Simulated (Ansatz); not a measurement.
Consider HNOSn (SMILES [NH]1[O][Sn]1) (triplet).

Input

```
crystal:
  periodic: [false, false, false]
  atoms:
    - symbol: "N"
      position_ang: [-2.751015, -0.905233, 0.078358]
    - symbol: O
      position_ang: [-2.275262, -0.147443, -0.867583]
    - symbol: Sn
      position_ang: [-2.421479, 1.061397, 1.029371]
    - symbol: H
      position_ang: [-3.093269, -1.812182, -0.259594]
basis:
  gaussian:
    orbitals: def2-TZVPD
magnetization:
  spin_polarized: true
  initial_magnetization: 2
hamiltonian:
  xc: {name: PBE0}
output: {forces: true, orbitals: {seedname: orbitals}}
```

Run with:

```sh
ansatz run input.yaml --threads 1 --pin off --max-ram 2610MiB --events-out events.jsonl --progress --plain --runs-dir runs
```

Geometry: PBE0-D3(BJ)/def2-SVP; core potentials replace the inner electrons of Sn.

Level of theory: isolated molecule in a Gaussian basis; Kohn-Sham density functional theory, functional PBE0 in Ansatz 0.2.0.

What will maps of the electron density, electron localisation function and spin density show?

Answer. N–O (1.30 Å): the density is about 2.8 e/Å³ at the midpoint; the ELF peaks at about 0.85 between the atoms: a covalent bond.
Sn–N (2.21 Å): ρ is about 0.46 e/Å³ halfway; the ELF peaks at about 0.80 in the valence shell of N, 0.6 Å from its nucleus, and drops to about 0.10 between the two atoms.
Sn–O (2.25 Å): the density is about 0.42 e/Å³ at the midpoint; the ELF is about 0.15 at the midpoint.
N–H (1.03 Å): ρ is about 2.9 e/Å³ halfway; the ELF climbs to about 1 towards the hydrogen, as it does in any bond to H: a covalent bond by its length.
The unpaired spin (2 electrons) lies mostly on Sn3 (about 1.0), N1 (about 0.6) and O2 (about 0.4), in electrons by Hirshfeld's partition.

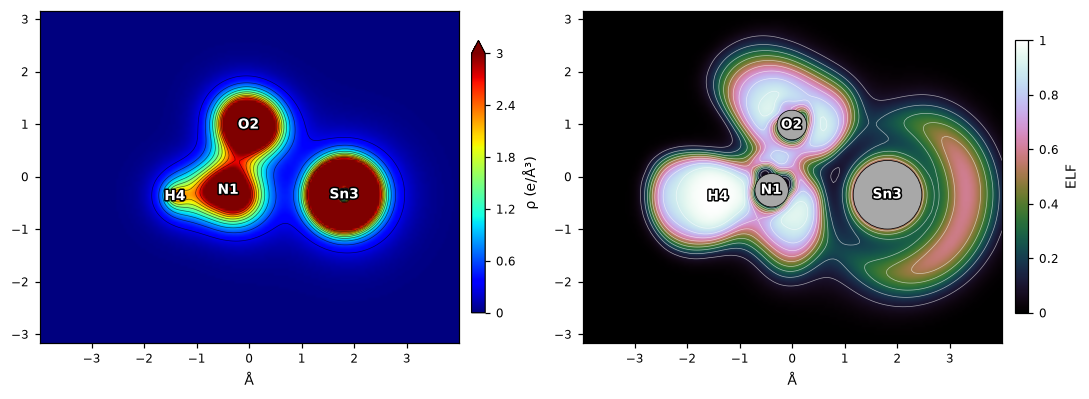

Computed electron density and electron localisation function on the molecular plane, in this order. Grey discs cover the atomic cores in the ELF map. 
